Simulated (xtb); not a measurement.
# Frequency calculation of C₂H₅GaS₂ (part 1 of 2)

C₂H₅GaS₂, computed with GFN2-xTB (xtb 6.7.1).

The geometry was optimised with GFN2-xTB.

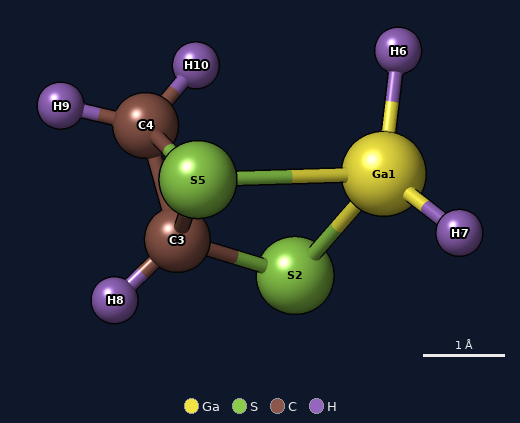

*The structure as given in the input (ball-and-stick view, seen at a tilt; atoms are numbered from 1 in the order of the input). Sticks mark near contacts.*

Input (start.xyz):
```
10

Ga    -0.36177     0.48134    -1.66738
S     -0.14623    -1.65335    -0.88762
C      0.60511    -0.86918     0.53267
C     -0.17694     0.07187     1.35414
S      1.08754     0.90379     0.36338
H     -1.66564     1.26690    -1.30608
H      0.49483     0.89443    -2.89232
H      1.35816    -1.47721     1.01997
H      0.01477     0.11858     2.41893
H     -1.20984     0.26281     1.06431
```

File xcontrol:
```
$hess
   step=0.0002
$end
```

Hardware: 1 thread of Intel Xeon @ 2.70GHz, 189 GiB of memory available, shared host.

Command:
```bash
xtb start.xyz -I xcontrol -c 0 --hess | tee xtb.out
```

Output:
```
* xtb version 6.7.1
   ID    Z sym.   atoms
    1   31 Ga     1
    2   16 S      2, 5
    3    6 C      3, 4
    4    1 H      6-10

           -------------------------------------------------
          |                Calculation Setup                |
           -------------------------------------------------

          program call               : xtb start.xyz -I xcontrol -c 0 --hess
          coordinate file            : start.xyz
          omp threads                :                     1

           -------------------------------------------------
          |                 G F N 2 - x T B                 |
           -------------------------------------------------

      * Hamiltonian:
        H0-scaling (s, p, d)           1.850000    2.230000    2.230000
        zeta-weighting                 0.500000
      * Dispersion:
        s8                             2.700000
        a1                             0.520000
        a2                             5.000000
        s9                             5.000000
      * Repulsion:
        kExp                           1.500000    1.000000
        rExp                           1.000000
      * Coulomb:
        alpha                          2.000000
        third order                    shell-resolved
        anisotropic                    true
        a3                             3.000000
        a5                             4.000000
        cn-shift                       1.200000
        cn-exp                         4.000000
        max-rad                        5.000000

          ...................................................
          :                      SETUP                      :
          :.................................................:
          :  # basis functions                  43          :
          :  # atomic orbitals                  40          :
          :  # shells                           18          :
          :  # electrons                        28          :
          :  max. iterations                   250          :
          :  Hamiltonian                  GFN2-xTB          :
          :  restarted?                      false          :
          :  GBSA solvation                  false          :
          :  PC potential                    false          :
          :  electronic temp.          300.0000000     K    :
          :  accuracy                    1.0000000          :
          :  -> integral cutoff          0.2500000E+02      :
          :  -> integral neglect         0.1000000E-07      :
          :  -> SCF convergence          0.1000000E-05 Eh   :
          :  -> wf. convergence          0.1000000E-03 e    :
          :  Broyden damping             0.4000000          :
          :  net charge                          0          :
          :  unpaired electrons                  0          :
          ...................................................

 iter      E             dE          RMSdq      gap      omega  full diag
   1    -14.5183256 -0.145183E+02  0.969E+00    4.22       0.0  T
   2    -14.6062659 -0.879403E-01  0.735E+00    2.98       1.0  T
   3    -14.6103779 -0.411207E-02  0.373E+00    3.11       1.0  T
   4    -14.6212218 -0.108439E-01  0.136E+00    2.75       1.0  T
   5    -14.6231961 -0.197426E-02  0.482E-01    2.84       1.0  T
   6    -14.6235094 -0.313319E-03  0.224E-01    2.86       1.0  T
   7    -14.6235852 -0.757811E-04  0.908E-02    2.87       1.0  T
   8    -14.6235907 -0.556419E-05  0.151E-02    2.87       2.1  T
   9    -14.6235908 -0.738504E-07  0.645E-03    2.87       4.9  T
  10    -14.6235908 -0.350016E-07  0.334E-03    2.87       9.5  T
  11    -14.6235908 -0.740764E-08  0.618E-04    2.87      51.2  T
  12    -14.6235908 -0.144730E-09  0.194E-04    2.87     163.0  T

   *** convergence criteria satisfied after 12 iterations ***

         #    Occupation            Energy/Eh            Energy/eV
      -------------------------------------------------------------
         1        2.0000           -0.7707438             -20.9730
       ...           ...                  ...                  ...
         8        2.0000           -0.5177833             -14.0896
         9        2.0000           -0.5014379             -13.6448
        10        2.0000           -0.4875778             -13.2677
        11        2.0000           -0.4352720             -11.8444
        12        2.0000           -0.4313288             -11.7371
        13        2.0000           -0.4148447             -11.2885
        14        2.0000           -0.3927513             -10.6873 (HOMO)
        15                         -0.2873578              -7.8194 (LUMO)
        16                         -0.2406736              -6.5491
        17                         -0.2037104              -5.5432
        18                         -0.1830524              -4.9811
        19                         -0.1295247              -3.5245
       ...                                ...                  ...
        40                          1.2966268              35.2830
      -------------------------------------------------------------
                  HL-Gap            0.1053935 Eh            2.8679 eV
             Fermi-level           -0.3400546 Eh           -9.2534 eV

 SCC (total)                   0 d,  0 h,  0 min,  0.012 sec
 SCC setup                      ...        0 min,  0.000 sec (  1.013%)
 Dispersion                     ...        0 min,  0.000 sec (  0.362%)
 classical contributions        ...        0 min,  0.000 sec (  0.132%)
 integral evaluation            ...        0 min,  0.002 sec ( 15.135%)
 iterations                     ...        0 min,  0.006 sec ( 48.726%)
 molecular gradient             ...        0 min,  0.004 sec ( 33.004%)
 printout                       ...        0 min,  0.000 sec (  1.510%)

         :::::::::::::::::::::::::::::::::::::::::::::::::::::
         ::                     SUMMARY                     ::
         :::::::::::::::::::::::::::::::::::::::::::::::::::::
         :: total energy             -14.517522525843 Eh    ::
         :: gradient norm              0.000034340877 Eh/a0 ::
         :: HOMO-LUMO gap              2.867903522292 eV    ::
         ::.................................................::
         :: SCC energy               -14.623584457186 Eh    ::
         :: -> isotropic ES            0.021130629789 Eh    ::
         :: -> anisotropic ES          0.002083658106 Eh    ::
         :: -> anisotropic XC          0.008270045921 Eh    ::
         :: -> dispersion             -0.008943636371 Eh    ::
         :: repulsion energy           0.106061931343 Eh    ::
         :: add. restraining           0.000000000000 Eh    ::
         :: total charge              -0.000000000000 e     ::
         :::::::::::::::::::::::::::::::::::::::::::::::::::::

           -------------------------------------------------
          |                Numerical Hessian                |
           -------------------------------------------------
step length          :   0.00020
SCC accuracy         :   0.30000
Hessian scale factor :   1.00000
frozen atoms in %    :   0.00000    0
RMS gradient         :   0.00003
estimated CPU  time      0.01 min

writing file <hessian>.

 projected vibrational frequencies (cm⁻¹)
eigval :       -0.00    -0.00    -0.00     0.00     0.00     0.00
eigval :      123.22   170.23   247.37   325.73   348.19   374.55
eigval :      384.81   482.45   581.63   643.75   670.22   716.42
eigval :      892.21   916.28  1016.69  1024.46  1152.40  1216.03
eigval :     1397.48  1625.82  1704.21  2958.90  3031.39  3052.51
           -------------------------------------------------
          |                Property Printout                |
           -------------------------------------------------

    * Orbital Energies and Occupations

         #    Occupation            Energy/Eh            Energy/eV
      -------------------------------------------------------------
         1        2.0000           -0.7707429             -20.9730
         2        2.0000           -0.7258878             -19.7524
         3        2.0000           -0.6729127             -18.3109
         4        2.0000           -0.6240448             -16.9811
         5        2.0000           -0.5867750             -15.9670
         6        2.0000           -0.5647549             -15.3678
         7        2.0000           -0.5574154             -15.1680
         8        2.0000           -0.5177822             -14.0896
         9        2.0000           -0.5014372             -13.6448
        10        2.0000           -0.4875768             -13.2676
        11        2.0000           -0.4352722             -11.8444
        12        2.0000           -0.4313283             -11.7370
        13        2.0000           -0.4148443             -11.2885
        14        2.0000           -0.3927511             -10.6873 (HOMO)
        15                         -0.2873568              -7.8194 (LUMO)
        16                         -0.2406728              -6.5490
        17                         -0.2037098              -5.5432
        18                         -0.1830520              -4.9811
        19                         -0.1295241              -3.5245
        20                         -0.1137180              -3.0944
        21                         -0.0643784              -1.7518
        22                         -0.0579353              -1.5765
        23                         -0.0520481              -1.4163
        24                         -0.0423997              -1.1538
        25                         -0.0260380              -0.7085
       ...                                ...                  ...
        40                          1.2966269              35.2830
      -------------------------------------------------------------
                  HL-Gap            0.1053942 Eh            2.8679 eV
             Fermi-level           -0.3400539 Eh           -9.2533 eV

     #   Z          covCN         q      C6AA      α(0)
     1  31 Ga       3.558     0.120   215.702    32.936
     2  16 S        1.912    -0.255   152.021    20.752
     3   6 C        3.956     0.086    19.095     6.209
     4   6 C        3.823    -0.013    20.794     6.489
     5  16 S        2.775    -0.069   143.914    20.191
     6   1 H        0.902    -0.075     4.777     3.420
     7   1 H        0.905    -0.051     4.130     3.179
     8   1 H        0.925     0.074     2.041     2.234
     9   1 H        0.925     0.083     1.946     2.182
    10   1 H        0.925     0.101     1.774     2.083

 Mol. C6AA /au·bohr⁶  :       3112.994006
 Mol. C8AA /au·bohr⁸  :     159204.673842
 Mol. α(0) /au        :         99.674565

Wiberg/Mayer (AO) data.
largest (>0.10) Wiberg bond orders for each atom
```
